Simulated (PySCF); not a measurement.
CH$_{4}$N (aminomethyl) (doublet)

```yaml
atoms:
  - { symbol: C, position_ang: [-0.6728, 0.0407, -0.0777] }
  - { symbol: N, position_ang: [0.6949, -0.0403, 0.1252] }
  - { symbol: H, position_ang: [-1.2571, -0.8622, 0.1086] }
  - { symbol: H, position_ang: [-1.1435, 1.0114, 0.0883] }
  - { symbol: H, position_ang: [1.2433, 0.7648, -0.1537] }
  - { symbol: H, position_ang: [1.1415, -0.9114, -0.1365] }
```

Geometry: PBE0-D3(BJ)/ma-def2-SVP.

Computed with PySCF 2.14.0, density-fitted response routines, DFT single point, gas phase, functional PBE0.

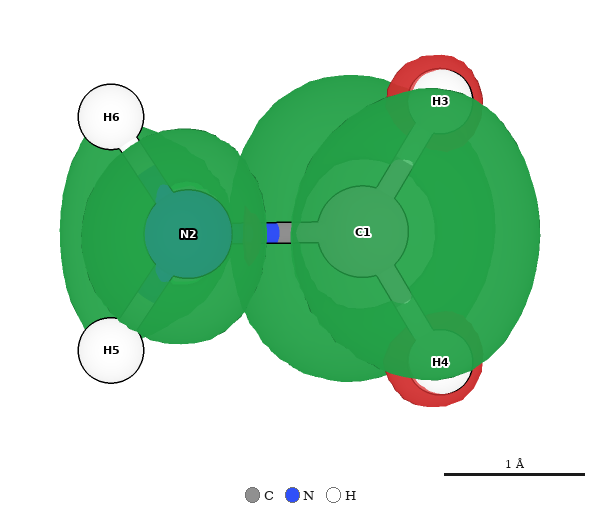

Figure 1. Isosurfaces of the spin density (α minus β) at +0.02 (green) and −0.02 e/Å³ (red), seen at a tilt.

Question: Describe the spin distribution.

Answer: The unpaired spin (1 electron) lies mostly on C1 (about 0.7) and N2 (about 0.2), in electrons by Hirshfeld's partition.

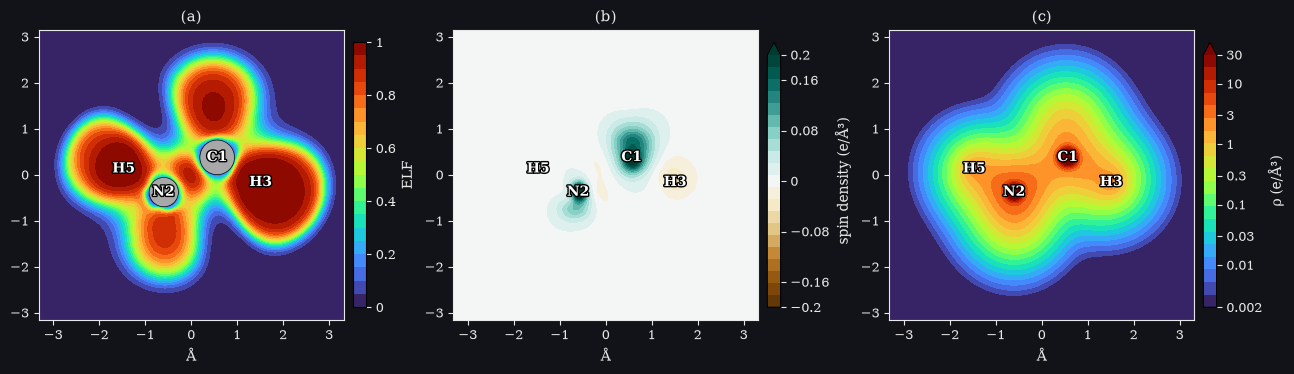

Figure 2. (a) ELF; (b) spin density; (c) electron density on the plane of atoms N2, C1 and H3. Grey discs cover the atomic cores in the ELF map.

Question: Interpret the plot.

Answer: Atoms in the plane: C, N and H.
C–N (1.38 Å): ρ at the midpoint is about 2.2 e/Å³; the ELF peaks at about 0.90 between the atoms; a covalent bond.
N–H (1.01 Å): ρ is about 2.9 e/Å³ halfway; the ELF climbs to about 1 towards the hydrogen, as it does in any bond to H: a covalent bond by its length.
C–H (1.09 Å): ρ at the midpoint is about 2 e/Å³; the ELF climbs to about 1 towards the hydrogen (an ordinary covalent bond to hydrogen).

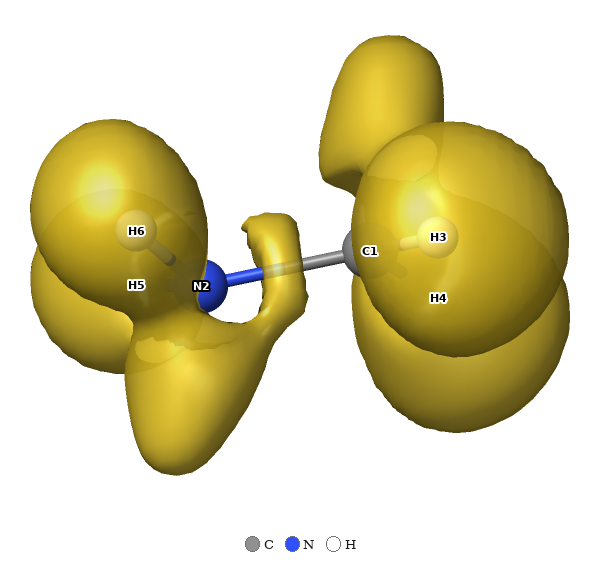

Figure 3. Isosurface of the electron localisation function at 0.8 (yellow), seen from one side. Only the valence region is drawn (cores and ρ < 0.01 e/Å³ removed).

Question: What do the ELF domains correspond to?

Answer: The ELF exceeds this value in one joined region spread over several atoms (C, H), in which their bonds and any lone pairs are merged and one joined region spread over several atoms (H, N), in which their bonds and any lone pairs are merged.
